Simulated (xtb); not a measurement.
**Geometry relaxation, with input and output: C$_{2}$H$_{6}$ClSi (part 3 of 3)**

Continued. System: C$_{2}$H$_{6}$ClSi, multiplicity 2, SMILES [CH2]C[SiH2]Cl. Method: GFN2-xTB (xtb 6.7.1).  The settings are looser than a standard set-up, so the numbers are not reference values.

Geometry of the input (Å):
```
C  -1.3292  0.9328  0.4035
C  -0.6356  -0.2111  -0.4094
Si 1.1955  -0.3498  -0.0023
Cl 2.0209  -1.9843  -0.9632
H  -1.1685  1.9045  -0.1377
H  -1.5405  0.7550  1.3452
H  -0.8448  -0.1458  -1.3770
H  -1.0850  -1.1936  -0.0596
H  1.3747  -0.6069  1.5368
H  1.9263  0.7602  -0.4770
```

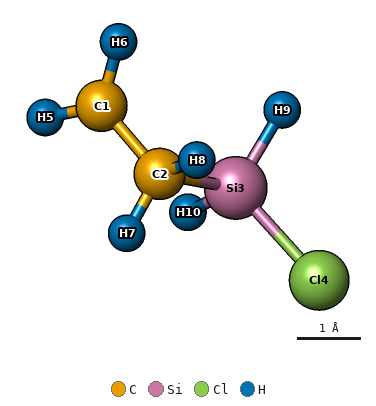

Figure 1. The geometry at step 5 of the log (ball-and-stick view, seen at a tilt; atoms are numbered from 1 in the order of the input).

## Trajectory as extended XYZ, continued
```
10
Properties=species:S:1:pos:R:3 step=4 energy=-369.49255
C    -1.2249    0.8923    0.3512
C    -0.6741   -0.2469   -0.3711
Si    1.2135   -0.3807    0.0227
Cl    1.9953   -1.9865   -0.9248
H    -1.1881    1.8766   -0.0678
H    -1.5538    0.7833    1.3659
H    -0.7979   -0.1344   -1.4529
H    -1.1514   -1.1793   -0.0658
H     1.3933   -0.5775    1.4590
H     1.9019    0.8142   -0.4572
10
Properties=species:S:1:pos:R:3 step=5 energy=-369.49316
C    -1.2259    0.8915    0.3504
C    -0.6770   -0.2485   -0.3710
Si    1.2129   -0.3841    0.0244
Cl    2.0011   -1.9850   -0.9286
H    -1.1812    1.8767   -0.0670
H    -1.5465    0.7885    1.3674
H    -0.7948   -0.1368   -1.4516
H    -1.1557   -1.1812   -0.0678
H     1.3881   -0.5739    1.4606
H     1.8929    0.8138   -0.4576
```

## Key numbers

| quantity | value |
| --- | --- |
| outcome | converged |
| electrons treated | 25 |
| total energy | −13.578623 hartree |
| dispersion energy | −0.005895 hartree |
| basis functions | 34 |
| dipole moment | 1.31 D |
| hardware | 1 thread of Intel Xeon @ 2.70GHz, 189 GiB of memory available, shared host |
| peak memory | 0.071 GiB |

## Notes

Settings chosen away from the usual ones: method = gfn2-xtb; task = optimise; opt_level = loose; x = {}; partner = base. These settings are looser than, or depart from, a standard set-up, so the numbers are not reference values for this system. The record of the run, not the program, notes: no spin polarisation: high-spin states lie too high.
